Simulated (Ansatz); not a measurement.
# The perfect W wire along [111], 24 atoms a period

Aim: is the W wire along [111], 24 atoms a period a metal or a semiconductor?

Program: Ansatz 0.2.0. Level of theory: DFT PBE, plane waves, PAW; relaxation of a wire's period; PAW set soft_1, in the first sound run; inputs show where later runs differ. Results are calculated unless marked as measured.

## Step 1: The starting structure

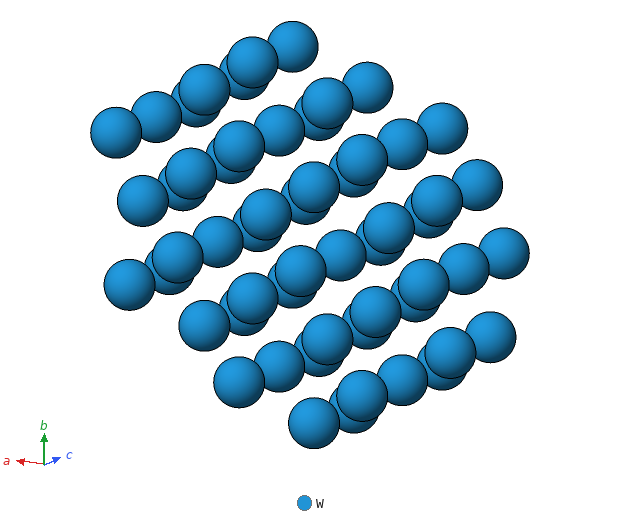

The starting structure, seen at a slant to the c axis (tungsten blue). 1×1×2 cells are drawn. Some periodic images of atoms are drawn too.

The cell holds 24 atoms: 24 W. Its edges and angles: a = 18.008 Å, b = 18.447 Å, c = 2.745 Å, α = 90.0°, β = 90.0°, γ = 90.0°. Vacuum lies along a and b. The structure's axis is c.

## Step 2: Relaxation of atoms and period

Band widths follow the bond lengths, so the wire is relaxed first. The atoms and the third cell vector are free; the box across stays fixed as vacuum. A Fermi-Dirac smearing is set since the result may be a metal. The pressure printed is a third of the stress's trace over the whole box, vacuum included; only the stress along the axis is relaxed.

Input file input.yaml:

```yaml
crystal:
  lattice:
    - [18.008, 0.0, 0.0]
    - [0.0, 18.447, 0.0]
    - [0.0, 0.0, 2.74530053]
  atoms:
    - { symbol: W, position: [0.188804976, 0.464931334, 0.0] }
    - { symbol: W, position: [0.313279015, 0.675395976, 0.0] }
    - { symbol: W, position: [0.437753054, 0.464931334, 0.0] }
    - { symbol: W, position: [0.562227093, 0.675395976, 0.0] }
    - { symbol: W, position: [0.188804976, 0.605241095, 0.333333333] }
    - { symbol: W, position: [0.313279015, 0.394776454, 0.333333333] }
    - { symbol: W, position: [0.437753054, 0.184311812, 0.333333333] }
    - { symbol: W, position: [0.437753054, 0.605241095, 0.333333333] }
    - { symbol: W, position: [0.562227093, 0.394776454, 0.333333333] }
    - { symbol: W, position: [0.562227093, 0.815705737, 0.333333333] }
    - { symbol: W, position: [0.686701132, 0.605241095, 0.333333333] }
    - { symbol: W, position: [0.811175171, 0.394776454, 0.333333333] }
    - { symbol: W, position: [0.188804976, 0.324621573, 0.666666667] }
    - { symbol: W, position: [0.313279015, 0.535086215, 0.666666667] }
    - { symbol: W, position: [0.437753054, 0.324621573, 0.666666667] }
    - { symbol: W, position: [0.437753054, 0.745550856, 0.666666667] }
    - { symbol: W, position: [0.562227093, 0.535086215, 0.666666667] }
    - { symbol: W, position: [0.686701132, 0.324621573, 0.666666667] }
    - { symbol: W, position: [0.686701132, 0.745550856, 0.666666667] }
    - { symbol: W, position: [0.811175171, 0.535086215, 0.666666667] }
    - { symbol: W, position: [0.313279015, 0.254466693, 0.0] }
    - { symbol: W, position: [0.562227093, 0.254466693, 0.0] }
    - { symbol: W, position: [0.686701132, 0.464931334, 0.0] }
    - { symbol: W, position: [0.811175171, 0.675395976, 0.0] }
kpoints:
  mp_grid: { grid: [1, 1, 30] }
scf:
  occupations: { method: fermi_dirac, width: 0.05 }
hamiltonian:
  xc: pbe
  pseudopotentials: { kind: paw, azcp: { folder: soft_1 } }
relax:
  cell: { fix: [a, b, alpha, beta, gamma] }
  max_steps: 45
  f_tol: 0.03
```

Command:

```console
ansatz run input.yaml --threads 4 --pin off --max-ram 16384MiB --backend cpu --events-out ev --progress --plain --runs-dir out
```

Numbers of over 12 decimals in the logs are rounded to 6 here.

Log:

```text
Engine: ansatz 0.2.0, x86_64-unknown-linux-gnu
Pseudopotentials: kind: paw
Pseudopotential: W, paw, valence charge 14, recommended cutoff 420 eV (normal), soft_1/W.paw.azcp
Functional definition: PBE
  parameter kappa = 0.804
  parameter beta = 0.066725
  exchange = pbe_x(kappa = kappa, mu = beta*pi^2/3)
  correlation = pbe_c(beta = beta)
Crystal: 24 atoms, lattice volume = 911.971 Å³
Basis set: ecut = 420 eV, 17905 PW (Γ), exchange–correlation on 250×250×40 points (8 copies of the dense FFT grid, shifted against one another)
Bands: 202, of which v1, the nominal top of the filled ones, is band 168 counted from 1 (167 counted from 0)
Symmetry: 2 space group operations
Space group: P-1 (ITA 2), of the structure as read, at distance tolerance 9.7e-5 Å
k-points: 16 of 30
Non-local potential: W, projectors of the file, l = 0: 3, l = 1: 2, l = 2: 2, l = 3: 1
PAW form: soft (Blöchl's): semilocal exchange-correlation on the pseudo side does not see the compensation charge
PAW one-centre angular grid: W, 590 points (default); XC on 64 Gauss nodes
Initial density: superposition of atomic densities (neutral atoms: chi_scale 0, normalization atom)
Initial wavefunctions: pseudopotential atomic-orbital guess
Functional: x = pbe(κ = 0.804, μ = 0.219515), c = pbe(β = 0.066725)
SCF iter   1: F=—  HF=-249249.540595 eV  |F-HF|=—  |Δ(HF+E_count)|=         —  Δρ=4.83e-2  dr2=1.53e2  ethr=3.10e-3  ⟨swp⟩=9.2  Hψ=15079  notcnv=0  defer=5
preconditioner: auto → LDOS  [metal: Δε(μ)=0.010 eV  Ē_g=4.727 eV  σ=0.050 eV  W_gap=0.05  n_scr=142 (ndim 8)  ℏωp=14.8 eV  f_vac=0.452  D(μ)=24.39/eV (n_scr^D=124)  β→1.0]
SCF iter   2: F=—  HF=-249240.714147 eV  |F-HF|=—  |Δ(HF+E_count)|=    8.83e0  Δρ=3.11e-2  dr2=3.76e1  ethr=3.10e-3  ⟨swp⟩=4.8  Hψ=8619  notcnv=0  defer=95
SCF iter   3: F=—  HF=-249236.375812 eV  |F-HF|=—  |Δ(HF+E_count)|=    4.34e0  Δρ=8.41e-3  dr2=2.92e0  ethr=3.10e-3  ⟨swp⟩=3.8  Hψ=7248  notcnv=0  defer=142
SCF iter   4: F=—  HF=-249235.846356 eV  |F-HF|=—  |Δ(HF+E_count)|=   5.29e-1  Δρ=2.60e-3  dr2=1.23e-1  ethr=8.69e-4  ⟨swp⟩=3.3  Hψ=6044  notcnv=0  defer=142
SCF iter   5: F=—  HF=-249235.848732 eV  |F-HF|=—  |Δ(HF+E_count)|=   2.38e-3  Δρ=1.20e-3  dr2=3.34e-2  ethr=3.67e-5  ⟨swp⟩=3.1  Hψ=5785  notcnv=0  defer=142
SCF iter   6: F=—  HF=-249235.843789 eV  |F-HF|=—  |Δ(HF+E_count)|=   4.94e-3  Δρ=3.89e-4  dr2=3.24e-3  ethr=9.95e-6  ⟨swp⟩=2.1  Hψ=5294  notcnv=0  defer=142
SCF iter   7: F=—  HF=-249235.843921 eV  |F-HF|=—  |Δ(HF+E_count)|=   1.32e-4  Δρ=1.67e-4  dr2=9.14e-4  ethr=9.65e-7  ⟨swp⟩=2.8  Hψ=5758  notcnv=0  defer=142
SCF iter   8: F=—  HF=-249235.843890 eV  |F-HF|=—  |Δ(HF+E_count)|=   3.15e-5  Δρ=4.86e-5  dr2=4.79e-5  ethr=2.72e-7  ⟨swp⟩=2.6  Hψ=4820  notcnv=0  defer=142
SCF iter   9: F=—  HF=-249235.842324 eV  |F-HF|=—  |Δ(HF+E_count)|=   1.57e-3  Δρ=1.90e-5  dr2=6.87e-6  ethr=1.42e-8  ⟨swp⟩=3.4  Hψ=5987  notcnv=0  defer=142
SCF iter  10: F=—  HF=-249235.842328 eV  |F-HF|=—  |Δ(HF+E_count)|=   3.12e-6  Δρ=7.18e-6  dr2=5.82e-7  ethr=2.04e-9  ⟨swp⟩=2.8  Hψ=4801  notcnv=0  defer=142
SCF iter  11: F=-249235.842328 eV  HF=-249235.842328 eV  |F-HF|=6.93e-9  |Δ(HF+E_count)|=   6.35e-7  Δρ=1.91e-6  dr2=6.15e-8  ethr=2.98e-11  ⟨swp⟩=6.0  Hψ=11363  notcnv=0
SCF 1 converged in 11 iterations: F = -249235.842328 eV  dr2 = 6.15e-8
  greatest PAW one-centre occupation: 0.999 electrons in one spin orbital (limit 2), on the W atom at site 14 (counted from 0), in its partial waves of l = 0
relax step   1: F+E_penalty+E_count = -249235.84232819 eV  Δ(F+E_penalty+E_count) = +0.000e0 eV  max|allowed force component| = 1.685e0 eV/Å  Δτ_max = 0.0000 Å  P = -5.103 GPa  Ω = 911.971 Å³  fix = [a, b, alpha, beta, gamma]  reactions: a -4.831, b -4.544 GPa; alpha -0.065, beta -0.107, gamma +0.263 GPa/rad  (11 SCF iters, dr2 threshold 1.00e-7 eV, accepted)
Crystal: 24 atoms, lattice volume = 880.938 Å³
Basis set: ecut = 420 eV, 17321 PW (Γ), exchange–correlation on 250×250×40 points (8 copies of the dense FFT grid, shifted against one another)
Initial density: handed on by an earlier stage of this run
Initial wavefunctions: those handed on with the density
iter 1 solved again at ethr=1.86e-3 eV; its pass at ethr=3.10e-3 eV (dr2=6.26e0 eV) is discarded
SCF iter   1: F=—  HF=-249236.994437 eV  |F-HF|=—  |Δ(HF+E_count)|=         —  Δρ=1.59e-2  dr2=6.35e0  ethr=1.86e-3  ⟨swp⟩=4.4  Hψ=18188  notcnv=0  defer=5
preconditioner: auto → LDOS  [metal: Δε(μ)=0.006 eV  Ē_g=4.706 eV  σ=0.050 eV  W_gap=0.03  n_scr=140 (ndim 8)  ℏωp=15.0 eV  f_vac=0.480  D(μ)=18.78/eV (n_scr^D=100)  β→1.0]
SCF iter   2: F=—  HF=-249237.043090 eV  |F-HF|=—  |Δ(HF+E_count)|=   4.87e-2  Δρ=1.11e-2  dr2=5.09e0  ethr=1.86e-3  ⟨swp⟩=5.0  Hψ=6127  notcnv=0  defer=59
SCF iter   3: F=—  HF=-249236.211938 eV  |F-HF|=—  |Δ(HF+E_count)|=   8.31e-1  Δρ=2.21e-3  dr2=1.08e-1  ethr=1.51e-3  ⟨swp⟩=2.6  Hψ=5395  notcnv=0  defer=183
SCF iter   4: F=—  HF=-249236.187644 eV  |F-HF|=—  |Δ(HF+E_count)|=   2.43e-2  Δρ=6.72e-4  dr2=8.20e-3  ethr=3.22e-5  ⟨swp⟩=3.4  Hψ=6278  notcnv=0  defer=186
SCF iter   5: F=—  HF=-249236.187970 eV  |F-HF|=—  |Δ(HF+E_count)|=   3.26e-4  Δρ=2.36e-4  dr2=1.15e-3  ethr=2.44e-6  ⟨swp⟩=2.4  Hψ=4771  notcnv=0  defer=186
SCF iter   6: F=—  HF=-249236.186619 eV  |F-HF|=—  |Δ(HF+E_count)|=   1.35e-3  Δρ=7.66e-5  dr2=9.08e-5  ethr=3.41e-7  ⟨swp⟩=2.9  Hψ=5781  notcnv=0  defer=186
SCF iter   7: F=—  HF=-249236.186668 eV  |F-HF|=—  |Δ(HF+E_count)|=   4.81e-5  Δρ=2.85e-5  dr2=1.07e-5  ethr=2.70e-8  ⟨swp⟩=2.4  Hψ=4972  notcnv=0  defer=186
SCF iter   8: F=-249236.186674 eV  HF=-249236.186675 eV  |F-HF|=1.76e-7  |Δ(HF+E_count)|=   7.01e-6  Δρ=7.03e-6  dr2=9.36e-7  ethr=7.14e-10  ⟨swp⟩=6.0  Hψ=11420  notcnv=0
SCF 2 converged in 8 iterations: F = -249236.186674 eV  dr2 = 9.36e-7
relax step   2: F+E_penalty+E_count = -249236.18667434 eV  Δ(F+E_penalty+E_count) = -3.443e-1 eV  max|allowed force component| = 1.999e0 eV/Å  Δτ_max = 0.1949 Å  P = +4.674 GPa  Ω = 880.938 Å³  energy of the carried Pulay correction = +7.027e-3 eV  fix = [a, b, alpha, beta, gamma]  reactions: a +3.771, b +3.991 GPa; alpha -0.095, beta -0.153, gamma +0.179 GPa/rad  (8 SCF iters, dr2 threshold 2.40e-6 eV, accepted)
Crystal: 24 atoms, lattice volume = 896.730 Å³
Basis set: ecut = 420 eV, 17597 PW (Γ), exchange–correlation on 250×250×40 points (8 copies of the dense FFT grid, shifted against one another)
iter 1 solved again at ethr=1.25e-3 eV; its pass at ethr=3.10e-3 eV (dr2=4.21e0 eV) is discarded
SCF iter   1: F=—  HF=-249237.393634 eV  |F-HF|=—  |Δ(HF+E_count)|=         —  Δρ=1.16e-2  dr2=4.29e0  ethr=1.25e-3  ⟨swp⟩=4.5  Hψ=16630  notcnv=0  defer=5
[...]
relax step   4: F+E_penalty+E_count = -249237.20298531 eV  Δ(F+E_penalty+E_count) = -2.081e-1 eV  max|allowed force component| = 2.065e-1 eV/Å  Δτ_max = 0.1033 Å  P = -0.367 GPa  Ω = 896.385 Å³  energy of the carried Pulay correction = +3.499e-3 eV  fix = [a, b, alpha, beta, gamma]  reactions: a -0.485, b -0.410 GPa; alpha -0.008, beta +0.003, gamma +0.069 GPa/rad  (7 SCF iters, dr2 threshold 2.40e-6 eV, accepted)
[...]
relax step   5: F+E_penalty+E_count = -249237.18509972 eV  Δ(F+E_penalty+E_count) = +1.789e-2 eV  max|allowed force component| = 2.696e-1 eV/Å  Δτ_max = 0.0765 Å  P = +0.031 GPa  Ω = 898.223 Å³  energy of the carried Pulay correction = +3.083e-3 eV  fix = [a, b, alpha, beta, gamma]  (7 SCF iters, dr2 threshold 2.40e-6 eV, rejected (line search))
[...]
relax step   6: F+E_penalty+E_count = -249237.22627179 eV  Δ(F+E_penalty+E_count) = -2.329e-2 eV  max|allowed force component| = 2.079e-2 eV/Å  Δτ_max = 0.0249 Å  P = -0.053 GPa  Ω = 896.510 Å³  energy of the carried Pulay correction = +3.471e-3 eV  fix = [a, b, alpha, beta, gamma]  reactions: a -0.078, b -0.063 GPa; alpha +0.006, beta +0.009, gamma +0.002 GPa/rad  (11 SCF iters, accepted)
Initial wavefunctions: pseudopotential atomic-orbital guess (no wavefunctions were taken with the density)
iter 1 solved again at ethr=2.20e-8 eV; its pass at ethr=3.10e-3 eV (dr2=7.41e-5 eV) is discarded
SCF iter   1: F=—  HF=-249237.224487 eV  |F-HF|=—  |Δ(HF+E_count)|=         —  Δρ=3.33e-5  dr2=1.35e-6  ethr=2.20e-8  ⟨swp⟩=6.2  Hψ=27997  notcnv=0
preconditioner: auto → LDOS  [metal: Δε(μ)=0.012 eV  Ē_g=4.469 eV  σ=0.050 eV  W_gap=0.06  n_scr=140 (ndim 8)  ℏωp=14.9 eV  f_vac=0.472  D(μ)=18.56/eV (n_scr^D=96)  β→1.0]
SCF iter   2: F=—  HF=-249237.222889 eV  |F-HF|=—  |Δ(HF+E_count)|=   1.60e-3  Δρ=3.65e-6  dr2=5.91e-8  ethr=4.01e-10  ⟨swp⟩=3.1  Hψ=6335  notcnv=0
SCF iter   3: F=—  HF=-249237.222889 eV  |F-HF|=—  |Δ(HF+E_count)|=   2.02e-8  Δρ=1.03e-6  dr2=1.10e-8  ethr=1.76e-11  ⟨swp⟩=3.1  Hψ=6942  notcnv=0
SCF iter   4: F=—  HF=-249237.222889 eV  |F-HF|=—  |Δ(HF+E_count)|=   3.43e-9  Δρ=1.43e-7  dr2=4.77e-10  ethr=3.28e-12  ⟨swp⟩=3.5  Hψ=7136  notcnv=0
SCF iter   5: F=-249237.222889 eV  HF=-249237.222889 eV  |F-HF|=1.16e-10  |Δ(HF+E_count)|=    0.00e0  Δρ=7.20e-8  dr2=1.63e-10  ethr=1.00e-12  ⟨swp⟩=5.0  Hψ=11963  notcnv=0
SCF 7 converged in 5 iterations: F = -249237.222889 eV  dr2 = 1.63e-10
relax step   7: F+E_penalty+E_count = -249237.22288852 eV  Δ(F+E_penalty+E_count) = +3.383e-3 eV  max|allowed force component| = 2.071e-2 eV/Å  Δτ_max = 0.0000 Å  P = -0.053 GPa  Ω = 896.510 Å³  fix = [a, b, alpha, beta, gamma]  reactions: a -0.076, b -0.062 GPa; alpha +0.006, beta +0.009, gamma +0.002 GPa/rad  stress off target by 1.96e-2 GPa on what of the cell is left free  SCF on the basis re-selected at this cell (its energy is not comparable with the rows above)  (5 SCF iters)
basis re-selected at this cell: Δ(F+E_penalty+E_count) = +3.383e-3 eV, ΔP = +0.000 GPa vs the last step (what re-selecting the basis moved, of the pressure what is left beyond the Pulay correction that the steps carried, after the strain that the cell walked since its last selection, with what the two solves' SCF thresholds leave and, on support functions, any second-order correction that the steps lacked; it is no m [...]
SCF converged after 5 iterations
Free energy (F): -249237.222889 eV
Harris-Foulkes:  -249237.222889 eV  (|F-HF|=1.16e-10)
Internal energy: -249237.067308 eV  (E = F + TS)
E sigma→0 (E₀):  -249237.145098 eV
Entropy (-TS):   -0.155580 eV (-6.483 meV/atom)
Fermi energy:    6.979225 eV
--- Per-component energies (eV) ---
  E_band       = -7149.509359
  E_kinetic    = 10105.232306
  E_local      = -212421.329699  (includes V_loc(G=0)·N_el)
  E_nonlocal   = -597.576742
  E_hartree    = 102593.578243
  E_xc         = -6400.900891
  E_vxc        = -5519.676612  (∫ρ·V_xc dr)
  E_paw        = -205870.326852  (= ΣΔE_a)
  E_vpaw       = -3903.320086  (= ΣTr[D̂ρ^β])
  E_aug_tail   = 0.003569  (compensation charges beyond the density's cutoff)
  E_ewald      = 63354.252758
  E_smearing   = -0.155580  (= −TS)
  E_closure    = -0.000000  (closes the sum)
  Σ components = -249237.222889   (vs F -249237.222889, Δ=0.00e0)
--- Forces (eV/Å), atoms counted from 1 ---
  atom   1  W      0.00345150    -0.00114114     0.00099777
  atom   2  W      0.00785708     0.00393836    -0.00923720
  atom   3  W     -0.00315165    -0.00243379    -0.01171302
  atom   4  W      0.00456983     0.00972545    -0.01273861
  atom   5  W      0.01752052    -0.01075089    -0.00666325
  atom   6  W     -0.00633813    -0.00321731    -0.00957191
  atom   7  W     -0.00101748     0.02071339    -0.00648985
  atom   8  W      0.00705609    -0.01137670    -0.00014074
  atom   9  W     -0.00705609     0.01137670     0.00014074
  atom  10  W      0.00101748    -0.02071339     0.00648985
  atom  11  W      0.00633813     0.00321731     0.00957191
  atom  12  W     -0.01752052     0.01075089     0.00666325
  atom  13  W      0.02069487     0.01112129     0.01240134
  atom  14  W     -0.01086429     0.00055812     0.01281856
  atom  15  W     -0.00456983    -0.00972545     0.01273861
  atom  16  W     -0.00692469    -0.00514772     0.00957810
  atom  17  W      0.00315165     0.00243379     0.01171302
  atom  18  W     -0.00785708    -0.00393836     0.00923720
  atom  19  W     -0.00099588    -0.00347531    -0.00068938
  atom  20  W     -0.00345150     0.00114114    -0.00099777
  atom  21  W      0.00099588     0.00347531     0.00068938
  atom  22  W      0.00692469     0.00514772    -0.00957810
  atom  23  W      0.01086429    -0.00055812    -0.01281856
  atom  24  W     -0.02069487    -0.01112129    -0.01240134
  max |Σ_I F_I| component: 3.47e-18 eV/Å
--- Stress (GPa, compression-positive) ---
       -0.076053      -0.002049      -0.008959
       -0.002049      -0.061994      -0.006041
       -0.008959      -0.006041      -0.019562
  P = ⅓ Tr σ = -0.0525 GPa (-0.525 kbar)
--- Relaxed structure (6 steps of the walk, 5 accepted, 1 SCFs on fresh bases) ---
  F+E_penalty+E_count = -249237.22288852 eV   max|allowed force component| = 2.071e-2 eV/Å   (the final SCF, on the basis selected at the relaxed cell)
  cell:  # Å, volume = 896.5104 Å³
    - [18.008, 0, 0]
    - [0, 18.447, 0]
    - [0, 0, 2.698759]
  atoms:
    - { symbol: W, position: [0.190948, 0.465332, -0.00245658] }
    - { symbol: W, position: [0.314329, 0.675867, 0.016417] }
    - { symbol: W, position: [0.438483, 0.465357, -0.00407911] }
    - { symbol: W, position: [0.561837, 0.676517, -0.00270562] }
    - { symbol: W, position: [0.196000, 0.602095, 0.356641] }
    - { symbol: W, position: [0.312372, 0.394265, 0.322639] }
    - { symbol: W, position: [0.438653, 0.192024, 0.356256] }
    - { symbol: W, position: [0.436414, 0.607440, 0.333477] }
    - { symbol: W, position: [0.563566, 0.392578, 0.333189] }
    - { symbol: W, position: [0.561327, 0.807994, 0.310411] }
    - { symbol: W, position: [0.687608, 0.605752, 0.344028] }
    - { symbol: W, position: [0.803980, 0.397923, 0.310026] }
    - { symbol: W, position: [0.195872, 0.328600, 0.619289] }
    - { symbol: W, position: [0.312390, 0.535954, 0.669529] }
    - { symbol: W, position: [0.438143, 0.323500, 0.669372] }
    - { symbol: W, position: [0.436751, 0.744863, 0.650482] }
    - { symbol: W, position: [0.561497, 0.534661, 0.670746] }
    - { symbol: W, position: [0.685651, 0.324151, 0.650249] }
    - { symbol: W, position: [0.685185, 0.743969, 0.668876] }
    - { symbol: W, position: [0.809032, 0.534686, 0.669123] }
    - { symbol: W, position: [0.314795, 0.256048, -0.00220953] }
    - { symbol: W, position: [0.563229, 0.255155, 0.016185] }
    - { symbol: W, position: [0.687590, 0.464063, -0.0028628] }
    - { symbol: W, position: [0.804108, 0.671417, 0.047377] }
```

Run time: 6.1 min. Hardware: 4 threads of Intel Xeon Platinum 8375C at 2.90GHz (Ice Lake), shared host; peak memory 4.7 GiB.

[end of part 1 of 2]

[Logs are printed without paths, hosts, clocks, repeated set-up lines and the standing remarks that a program may print on its own settings, such as how far it seeks lower states.]

[Hosts, paths, dates, database ids (printed as entryN), source tags and the programs' standing remarks are cut or masked in the printed files.]
